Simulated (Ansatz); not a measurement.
Sn (beta-Sn type, space group I4_1/amd)

```
Sn
1.0
   -5.94700     5.94700     3.21230
    0.00000     0.00000     3.21230
    0.00000     5.94700     0.00000
Sn
4
Cartesian
 -5.94700   8.92050   4.01538
 -2.97350   5.94700   2.40923
  0.00000   0.00000   0.00000
 -2.97350   2.97350   1.60615
```

The atoms are displaced by Q × the pattern below (from a DFPT mode at M = (0.5, 0.5, 0.5), largest move 1; Q in Å), at fixed cell. It is one choice among 2 degenerate patterns. (q is in reciprocal vectors of the primitive cell; the cell shown is doubled to hold the pattern.)

```csv
atom,x,y,z
Sn1,0.000,0.000,-1.000
Sn2,0.000,0.000,1.000
Sn3,0.000,0.000,-0.324
Sn4,0.000,0.000,0.324
```

Calculation: PBE (plane waves to 420 eV, PAW, scalar-relativistic; Ansatz, a first-principles code). k mesh 16×16×16 (Γ-centred), Fermi-Dirac smearing 0.05 eV. The energy includes the smearing's −TS. With partly filled bands, energies and forces of such displacements shift with the k mesh and the smearing. Sn was relaxed with its symmetry unable to fall. The zero of ΔE is the undisplaced structure.

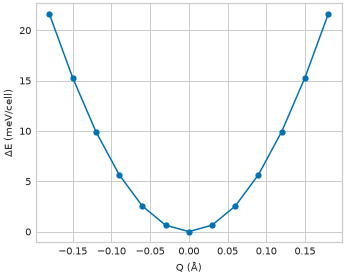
Figure. ΔE (meV/cell) against Q (Å); one marker a computed point.

Question: What is the energy change at Q = 0.180 Å?

Answer: About 22 meV/cell.

Question: What harmonic wavenumber does the curvature at Q = 0 give?

Answer: About 38 cm⁻¹.

(A displaced cell: forces are minus the slopes of the energy, force constants its curvatures, and phonons follow from these.)
